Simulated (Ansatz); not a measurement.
# The valence band of MoS2 as photoemission sees it

What would valence photoemission of MoS2 look like, and what sets its shape?

Calculated with Ansatz 0.2.0; DFT, LDA, plane-wave PAW, default files, scalar-relativistic, in the first sound run; inputs show where later runs differ.

## Step 1: Starting point

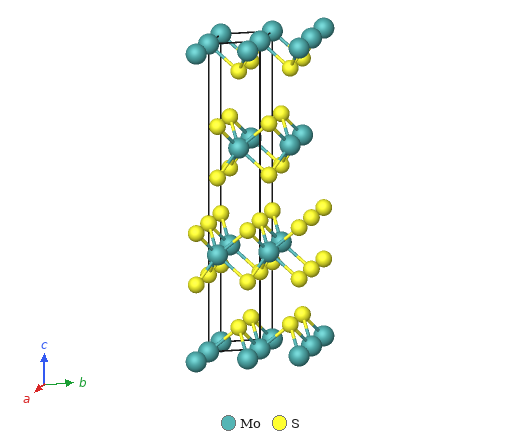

The cell as given, slightly off an axis (molybdenum teal, sulfur yellow). 2×2×1 cells are drawn. This picture shows the conventional cell, with its axes. Bonds to atoms that aren't drawn are left out. Some periodic images of atoms are drawn too.

## Step 2: Self-consistent run, DOS and bands

First the ground state, then the DOS by atom and shell, which the cross sections turn into spectra. The DOS is taken on a denser mesh than the density.

Contents of input.yaml:

```yaml
crystal:
  lattice:
    - [1.58, 0.9122134253, 6.15]
    - [-1.58, 0.9122134253, 6.15]
    - [0.0, -1.8244268506, 6.15]
  atoms:
    - { symbol: Mo, position: [0.0, 0.0, 0.0] }
    - { symbol: S, position: [0.417, 0.417, 0.417] }
    - { symbol: S, position: [0.25, 0.25, 0.25] }
kpoints:
  mp_grid: { grid: [10, 10, 10] }
  band_path:
    path:
      - [[0.0, 0.0, 0.0], [0.5, 0.5, 0.5], [0.818666, 0.181334, 0.5]]
      - [[0.5, -0.181334, 0.181334], [0.5, 0.0, 0.0], [0.0, 0.0, 0.0], [0.340667, -0.340667, 0.0]]
      - [[0.659333, 0.0, 0.340667], [0.5, 0.0, 0.5], [0.0, 0.0, 0.0]]
    npoints: 12
scf:
  occupations: { method: fermi_dirac, width: 0.02 }
  n_extra_bands: 10
hamiltonian:
  xc: lda
  pseudopotentials: { kind: paw }
output:
  forces: true
  stress: true
  dos:
    projected: true
    de: 0.05
    e_range: [-30, 12]
    nscf_kmesh: { grid: [18, 18, 18] }
  fatbands: true
```

The run is started by

```console
$ ansatz run input.yaml --threads 2 --pin off --max-ram 4096MiB --backend cpu --events-out ev --progress --plain --runs-dir out
```

Numbers of over 12 decimals in the logs are rounded to 6 here.

The log of the run:

```text
basis.fft_grid_basis auto: the FFT boxes are laid along the combinations [[1, 0, -1], [0, 1, -1], [0, 0, 1]] of the cell's own vectors, 3.160, 3.160 and 6.415 Å long. The dense box has 24×24×45 points. Along the cell's own vectors, as sized, it would have 45×45×45, 3.52 times as many. Of the 6 symmetry operations that the crystal satisfies within crystal.symmetry.tolerance (time reversal apart; of a slab, those that  [...]
scf.n_extra_bands = 10 over 13 filled bands (N_el = 26.0): the run solves 23 bands
Engine: ansatz 0.2.0, aarch64-unknown-linux-gnu
Pseudopotentials: kind: paw
Pseudopotential: Mo, paw, valence charge 14, recommended cutoff 420 eV (normal), Mo.paw.azcp
Pseudopotential: S, paw, valence charge 6, recommended cutoff 420 eV (normal), S.paw.azcp
Functional definition: SPW92
  exchange = slater_x
  correlation = pw_c
Crystal: 3 atoms, lattice volume = 53.184 Å³
Basis set: ecut = 420 eV, 1011 PW (Γ), FFT grids on a1−a3, a2−a3, a3
Bands: 23, of which v1, the nominal top of the filled ones, is band 13 counted from 1 (12 counted from 0)
Symmetry: 6 space group operations
Space group: R3m (ITA 160), of the structure as read, at distance tolerance 3.8e-5 Å
k-points: 116 of 1000 (time reversal used)
Non-local potential: Mo, projectors of the file, l = 0: 3, l = 1: 2, l = 2: 2, l = 3: 1
Non-local potential: S, projectors of the file, l = 0: 2, l = 1: 2, l = 2: 2
PAW form: soft (Blöchl's): semilocal exchange-correlation on the pseudo side does not see the compensation charge
PAW frozen core: Mo, regenerated for the run's functional, and the local potential with it (the file was generated under x = pbe(κ = 0.804, μ = 0.219515), c = pbe(β = 0.066725))
PAW frozen core: S, regenerated for the run's functional, and the local potential with it (the file was generated under x = pbe(κ = 0.804, μ = 0.219515), c = pbe(β = 0.066725))
PAW one-centre angular grid: Mo, 590 points (default); XC on 64 Gauss nodes
PAW one-centre angular grid: S, 110 points (default); XC on 64 Gauss nodes
Initial density: superposition of atomic densities (neutral atoms: chi_scale 0, normalization atom), corrected by the library's trained network
Initial wavefunctions: pseudopotential atomic-orbital guess
Functional: x = slater, c = lda
SCF iter   1: F=—  HF=-6584.870599 eV  |F-HF|=—  |Δ(HF+E_count)|=         —  Δρ=7.69e-3  dr2=1.62e-2  ethr=1.77e-3  ⟨swp⟩=6.1  Hψ=14726  notcnv=0  defer=15
preconditioner: auto → none  [insulator: Δε(μ)=0.874 eV  Ē_g=12.204 eV  σ=0.020 eV  W_gap=1.00  n_scr=16 (ndim 8)  ℏωp=21.6 eV  f_vac=0.016  D(μ)=0.00/eV (n_scr^D=0)  ε∞_Penn≈4.1]
SCF iter   2: F=—  HF=-6584.874545 eV  |F-HF|=—  |Δ(HF+E_count)|=   3.95e-3  Δρ=5.69e-3  dr2=3.19e-2  ethr=6.23e-5  ⟨swp⟩=2.9  Hψ=5062  notcnv=0  defer=662
SCF iter   3: F=—  HF=-6584.872246 eV  |F-HF|=—  |Δ(HF+E_count)|=   2.30e-3  Δρ=3.91e-3  dr2=1.51e-2  ethr=6.23e-5  ⟨swp⟩=2.1  Hψ=3334  notcnv=0  defer=662
SCF iter   4: F=—  HF=-6584.870732 eV  |F-HF|=—  |Δ(HF+E_count)|=   1.51e-3  Δρ=1.76e-3  dr2=2.27e-3  ethr=5.82e-5  ⟨swp⟩=1.9  Hψ=2248  notcnv=0  defer=662
SCF iter   5: F=—  HF=-6584.870483 eV  |F-HF|=—  |Δ(HF+E_count)|=   2.49e-4  Δρ=4.33e-4  dr2=1.13e-4  ethr=8.73e-6  ⟨swp⟩=1.3  Hψ=2041  notcnv=0  defer=662
SCF iter   6: F=—  HF=-6584.870475 eV  |F-HF|=—  |Δ(HF+E_count)|=   7.46e-6  Δρ=1.27e-4  dr2=4.95e-6  ethr=4.36e-7  ⟨swp⟩=2.3  Hψ=2643  notcnv=0  defer=662
SCF iter   7: F=—  HF=-6584.870475 eV  |F-HF|=—  |Δ(HF+E_count)|=   8.57e-8  Δρ=4.61e-5  dr2=3.12e-6  ethr=1.90e-8  ⟨swp⟩=2.0  Hψ=3047  notcnv=0  defer=662
SCF iter   8: F=—  HF=-6584.870475 eV  |F-HF|=—  |Δ(HF+E_count)|=   4.37e-7  Δρ=2.02e-5  dr2=6.03e-7  ethr=1.20e-8  ⟨swp⟩=1.0  Hψ=2013  notcnv=0  defer=662
SCF iter   9: F=-6584.870475 eV  HF=-6584.870475 eV  |F-HF|=1.02e-8  |Δ(HF+E_count)|=   1.05e-7  Δρ=2.84e-6  dr2=1.18e-8  ethr=3.85e-10  ⟨swp⟩=8.2  Hψ=13359  notcnv=0
SCF 1 converged in 9 iterations: F = -6584.870475 eV  dr2 = 1.18e-8
  greatest PAW one-centre occupation: 0.999 electrons in one spin orbital (limit 2), on the Mo atom at site 0 (counted from 0), in its partial waves of l = 0
NSCF: frozen V_eff on 87 k-points
NSCF: frozen V_eff on 580 k-points
SCF converged after 9 iterations
Free energy (F): -6584.870475 eV
Harris-Foulkes:  -6584.870475 eV  (|F-HF|=1.02e-8)
Internal energy: -6584.870475 eV  (E = F + TS)
E sigma→0 (E₀):  -6584.870475 eV
Fermi energy:    11.287863 eV
--- Per-component energies (eV) ---
  E_band       = -159.492196
  E_kinetic    = 658.276462
  E_local      = -1997.374012  (includes V_loc(G=0)·N_el)
  E_nonlocal   = 206.313963
  E_hartree    = 768.664731
  E_xc         = -376.325362
  E_vxc        = -405.934161  (∫ρ·V_xc dr)
  E_paw        = -4226.802890  (= ΣΔE_a)
  E_vpaw       = -158.099354  (= ΣTr[D̂ρ^β])
  E_aug_tail   = 0.000021  (compensation charges beyond the density's cutoff)
  E_ewald      = -1618.402598
  E_core_change = 0.779211  (= ΣΔE_core)
  E_smearing   = -0.000000  (= −TS)
  E_closure    = 0.000000  (closes the sum)
  Σ components = -6584.870475   (vs F -6584.870475, Δ=0.00e0)
--- Forces (eV/Å), atoms counted from 1 ---
  atom   1  Mo     0.00000000     0.00000000     0.08322545
  atom   2  S     -0.00000000     0.00000000    -0.00232400
  atom   3  S     -0.00000000    -0.00000000    -0.08088422
  max |Σ_I F_I| component: 1.72e-5 eV/Å
--- Stress (GPa, compression-positive) ---
       -3.261448       0.000000      -0.000000
        0.000000      -3.261448       0.000000
        0.000000       0.000000      -0.757104
  P = ⅓ Tr σ = -2.4267 GPa (-24.267 kbar)
--- Band table (eV; the first three rows and the last of 116) ---
  k-point 0: bands = [... 9 lower, 8.5041, 8.5041, 9.5953, 9.6489, 12.8593, 12.8593, 13.2966, 13.2966, ... 6 higher]
  k-point 1: bands = [... 9 lower, 7.9852, 8.2653, 9.5652, 9.8573, 12.7476, 12.8190, 13.0797, 13.1688, ... 6 higher]
  k-point 2: bands = [... 9 lower, 7.7483, 7.9721, 9.4015, 9.5918, 12.1179, 12.7760, 13.0772, 13.6410, ... 6 higher]
  k-point 115: bands = [... 9 lower, 7.3484, 8.5312, 8.5312, 10.8667, 12.9565, 12.9565, 13.1611, 13.1611, ... 6 higher]
```

The job ended after 39 s (2 threads of Arm Neoverse V1, shared host; peak memory 0.55 GiB).

In the SCF lines HF is the Harris–Foulkes energy and dr2 the Hartree energy of the density residual, in eV; the loop may stop once dr2 is under the threshold and the program's other checks hold. Hψ counts applications of the Hamiltonian.

This step gave:

- free energy: -6584.8705 eV
- Fermi energy: 11.29 eV
- symmetry operations: 6
- pressure: -2.427 GPa
- gap on the k-mesh: 0.8759 eV
- zero of energy: valence-band maximum
- share of occupied states in no projected shell: 0.011 of the occupied states in the window
- gap on the path: 0.855 eV
- least direct gap on the path: 1.707 eV
- valence top on path: 0 eV

Electronic bands along the path, in eV, zero at the valence-band maximum; v1 is the highest filled band, c1 the lowest empty one:

```tsv
point	v4	v3	v2	v1	c1	c2	c3	c4
Γ	-2.36	-2.36	-1.27	-1.22	1.99	1.99	2.43	2.43
T	-3.52	-2.34	-2.34	0.00	2.09	2.09	2.29	2.29
H2	-4.40	-3.81	-2.81	-0.84	0.93	2.22	2.97	4.18
jump to H0	-4.40	-3.81	-2.81	-0.84	0.93	2.22	2.97	4.18
L	-4.09	-2.35	-1.67	-1.53	1.54	1.96	3.38	3.46
Γ	-2.36	-2.36	-1.27	-1.22	1.99	1.99	2.43	2.43
S0	-4.41	-3.73	-2.87	-0.82	0.90	2.22	2.95	4.19
jump to S2	-4.41	-3.73	-2.87	-0.82	0.90	2.22	2.95	4.19
F	-4.02	-2.93	-1.85	-1.34	1.49	2.08	2.91	3.89
Γ	-2.36	-2.36	-1.27	-1.22	1.99	1.99	2.43	2.43
```

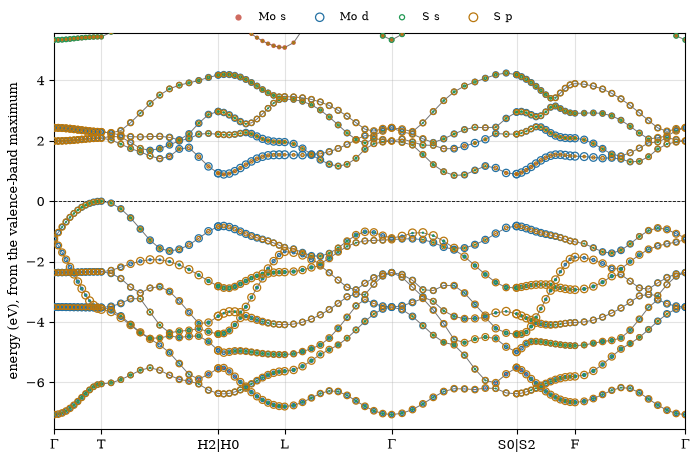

Electronic bands along the path; dots are coloured as in the legend, and their area grows with the weight.

The DOS has structure finer than the step of the table below, so its rows give means over 2 eV, whole bins alone (the curve runs from -16.6 to 9.73 eV). Peaks (eV: height): total -12.9: 5.21, -4.0: 4.55, 1.5: 4.80, 2.1: 5.20; S 3p -6.3: 2.37, -4.7: 2.46, -4.0: 2.72, -2.8: 2.45; Mo 4d -4.1: 1.67, -1.6: 2.42, 1.5: 3.47, 2.1: 2.82; S 3s -12.9: 4.15; Mo 5p* 8.4: 2.50, 9.6: 3.53.

* holds the states left over by the projection beside any projected weight of its own. Table of DOS by E, zero at the valence-band maximum; means over each step; values in states/eV/cell:

```tsv
E (eV)	total	S 3p	Mo 4d	S 3s	Mo 5p*	Mo 5s
-14	1.21	0.0442	0.0860	0.915	0.0140	0.149
-12	0.781	0.0137	0.133	0.623	0.00541	0.00539
-10	0	0	0	0	0	0
-8	0.00184	0.00114	5.3e-4	7.6e-5	2.0e-5	6.5e-5
-6	1.68	1.06	0.507	0.0412	0.0254	0.0463
-4	2.59	1.53	0.866	0.103	0.0492	0.0418
-2	2.57	1.51	0.929	0.0565	0.0583	0.0146
0	0.200	0.0727	0.116	0.00598	0.00408	0.00150
2	3.01	1.03	1.74	0.0704	0.132	0.0291
4	0.952	0.419	0.432	0.0480	0.0507	0.00277
6	0.708	0.0475	0.0216	0.0312	0.435	0.173
8	2.22	0.0950	0.0468	0.0534	1.80	0.230
```

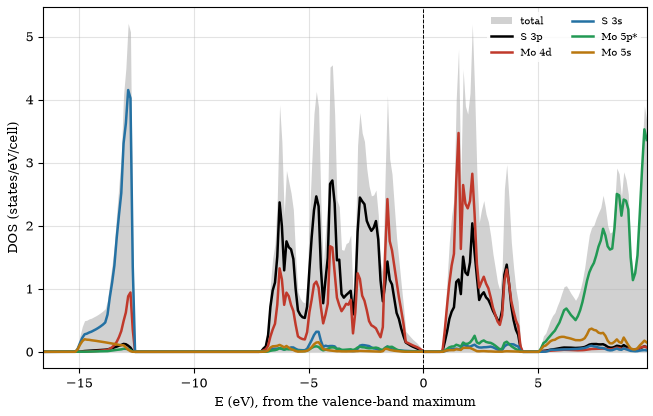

DOS, plotted against E.

Sums over each group's atoms; a table of it gives point samples, which can step over narrow peaks. The DOS of the group by E, zero at the valence-band maximum; values in states/eV:

```tsv
E (eV)	Mo1: Mo 4d	S2: S 3p	S3: S 3p	S2: S 3s	S3: S 3s	Mo1: Mo 5s
-15.0	7.3e-4	0.00175	0.00177	0.0577	0.0580	0.0905
-12.5	0	0	0	0	0	0
-10.0	0	0	0	0	0	0
-7.5	0	0	0	0	0	0
-5.0	0.534	0.562	0.614	0.0458	0.0583	0.0381
-2.5	0.710	1.09	1.10	0.0469	0.0523	0.00992
0.0	0.0159	0.00545	0.00560	7.9e-4	7.8e-4	2.0e-4
2.5	1.07	0.405	0.461	0.0314	0.0373	0.00903
5.0	0.00134	0.00130	5.1e-4	1.1e-4	9.7e-5	0.0116
7.5	0.0472	0.0606	0.0618	0.0391	0.0422	0.339
```

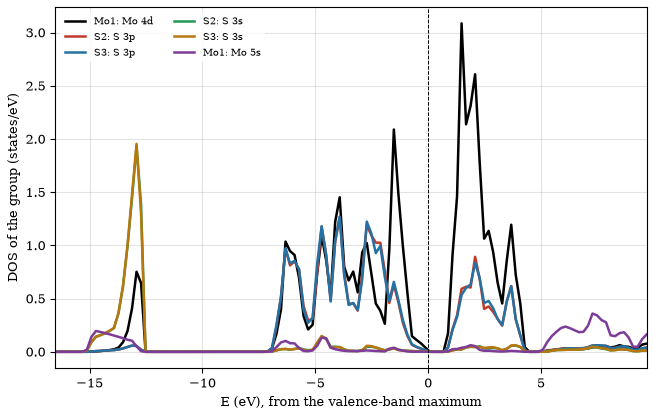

DOS of the group, plotted against E.

This run's widths, added to any smearing of the DOS itself: Gaussian 0.15 eV, Lorentzian 0.1 eV plus 0.08 an eV of depth. Table of intensity by binding energy, zero at the valence-band maximum; values in % of the maximum within 13 eV:

```tsv
binding energy (eV)	100 eV	1486.7 eV	2984.3 eV	5414.7 eV
0.0	3.72	4.08	2.45	1.58
2.5	98.9	63.7	36.6	22.5
5.0	66.4	50.9	31.5	21.4
7.5	7.84	6.51	4.38	3.29
10.0	4.12	5.11	4.78	4.61
12.5	46.0	65.6	65.2	64.9
15.0	13.5	18.4	19.0	19.7
```

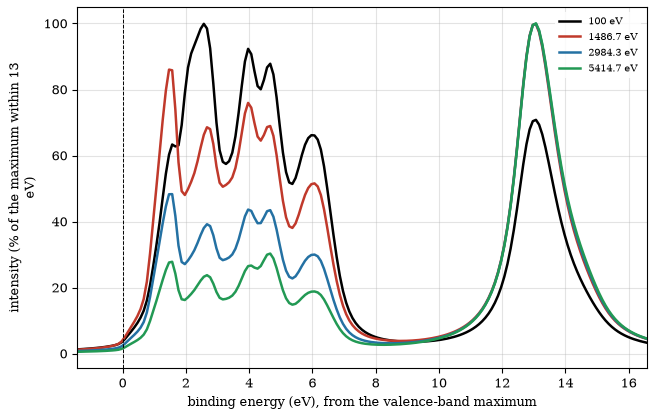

Intensity against binding energy.

Maxima picked by a test of local sharpness, so broad peaks and shoulders can be missing; peaks within 0.45 eV of a curve's cut are left out. Valence peaks, by row:

```tsv
photon energy (eV)	binding energy (eV)	height (% of the maximum within 13 eV)	main shell	its share (%)
100	13.04	70.96	S 3s	95.21
100	5.993	66.26	S 3p	92.84
100	4.643	88.06	S 3p	87.5
100	3.993	92.6	S 3p	92.4
100	2.593	100	S 3p	93.84
100	1.593	63.61	S 3p	90.21
1487	13.04	100.1	S 3s	88.65
1487	6.043	51.63	Mo 4d	57.81
1487	4.643	69.27	Mo 4d	50.63
1487	3.993	76.18	Mo 4d	60.18
1487	2.693	68.85	Mo 4d	54.81
1487	1.543	87.27	Mo 4d	76.75
2984	13.04	100.2	S 3s	93.02
2984	6.043	30.04	Mo 4d	53.65
2984	4.643	43.66	Mo 4d	43.37
2984	3.993	43.85	Mo 4d	56.45
2984	2.693	39.3	Mo 4d	51.85
2984	1.543	49.08	Mo 4d	73.67
5415	13.04	100.3	S 3s	95.18
5415	6.043	18.85	Mo 4d	43.98
5415	4.643	30.44	S 3s	41.18
5415	4.043	26.79	Mo 4d	46.7
5415	2.693	23.76	Mo 4d	44.11
5415	1.543	28.21	Mo 4d	65.92
```

The intensity has structure finer than the step of the table below, so its rows give means over 2 eV, whole bins alone (the curve runs from -16.6 to 1.43 eV). Peaks (eV: height): Mo L-beta2 -3.7: 100.0; S K-beta -2.5: 100.0; S K-beta, E along x -3.9: 97.6; S K-beta, E along y -3.9: 97.6; S K-beta, E along z -4.6: 101, -2.3: 126.

Shapes are the site's partial DOS without matrix elements, which overweights lines from ligand s bands. The intensity by emission energy less the core level's binding energy, zero at the valence-band maximum; means over each step; values in % of the unpolarised maximum:

```tsv
emission energy less the core level's binding energy (eV)	Mo L-beta2	S K-beta	S K-beta, E along x	S K-beta, E along y	S K-beta, E along z	S L2,3
-14	12.6	2.51	2.28	2.28	2.97	56.0
-12	14.2	2.48	2.31	2.31	2.81	42.3
-10	10.7	3.10	3.14	3.14	3.00	4.82
-8	22.8	11.5	12.0	12.0	10.4	2.02
-6	64.3	60.6	64.2	64.2	53.3	4.63
-4	95.8	87.3	88.5	88.5	85.1	7.46
-2	94.3	80.0	68.5	68.5	103	4.52
0	41.1	14.1	10.9	10.9	20.3	0.863
```

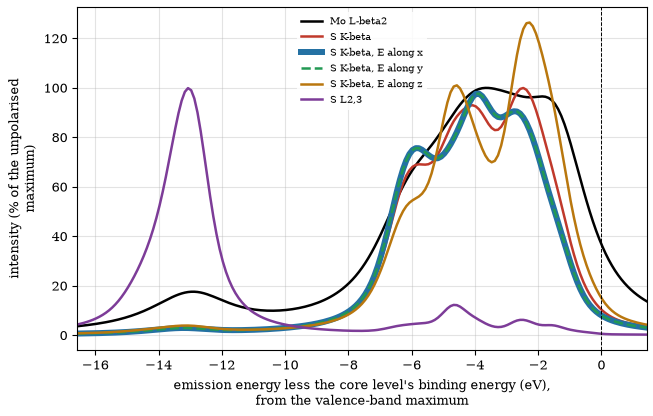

Intensity, plotted against emission energy less the core level's binding energy.

The broadened DOS, unweighted empty DOS has structure finer than the step of the table below, so its rows give means over 1 eV, whole bins alone (the curve runs from -0.968 to 9.13 eV). Peaks (eV: height): 1.9: 4.03, 3.6: 2.03, 8.6: 2.59.

The broadened DOS, unweighted empty DOS by E, zero at the valence-band maximum; means over each step:

```tsv
E (eV)	broadened DOS, unweighted empty DOS (states/eV/cell)
0	0.00286
1	1.36
2	3.63
3	1.86
4	1.14
5	0.143
6	0.795
7	1.40
8	2.24
```

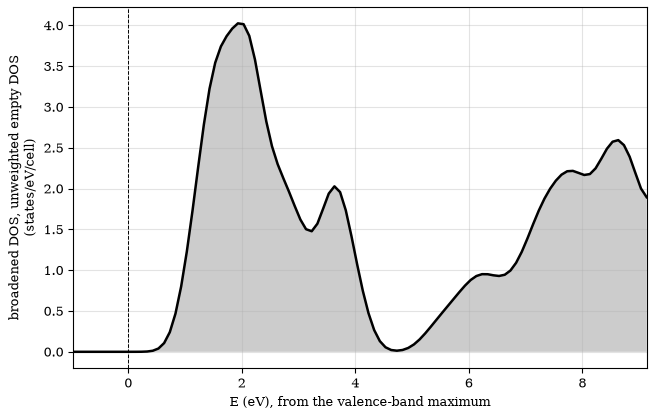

Broadened DOS, unweighted empty DOS against E.

Recipe: projected DOS times atomic cross section and asymmetry factor (linear light, 30° from the polarisation), occupied states only, Fermi edge at 300 K, a Lorentzian width of 0.1 eV growing by 0.08 eV per eV of binding energy, and a resolution of 0.15 eV. Curves are cut 10 eV under the photon energy, above any shell that the free atom's threshold puts out of reach, or at the lower edge of the window: 16.6 eV at 100 eV, 16.6 eV at 1486.7 eV, 16.6 eV at 2984.3 eV and 16.6 eV at 5414.7 eV. A star in tables and legends marks shells that hold the states left over by the projection (1.1 % of the filled ones), a stand-in for orbitals that the files don't project on. Matrix elements of the solid and inelastic losses aren't modelled, nor non-dipole terms, which matter above 3 keV.

How the area divides among the shells (%):

```tsv
shell	100 eV	1486.7 eV	2984.3 eV	5414.7 eV
Mo 5s	0.5	1.3	2.5	4.2
Mo 4d	1.8	39.9	28.9	18.0
S 3s	29.7	39.6	55.7	69.2
S 3p	67.9	18.9	12.6	8.2
```

At this level the gap is 0.85 eV on the path.

[end of part 1 of 4]

[Logs are printed without paths, hosts, clocks, repeated set-up lines and the standing remarks that a program may print on its own settings, such as how far it seeks lower states.]

[Hosts, paths, dates, database ids (printed as entryN), source tags and the programs' standing remarks are cut or masked in the printed files.]

[Maps of the electrostatic potential energy from Ansatz leave out the sawtooth potential of an applied field or a dipole correction, so their vacuum need not be flat; work functions include it.]

[Peak lists hold at most the 14 tallest peaks of each spectrum; further lines can be left out.]
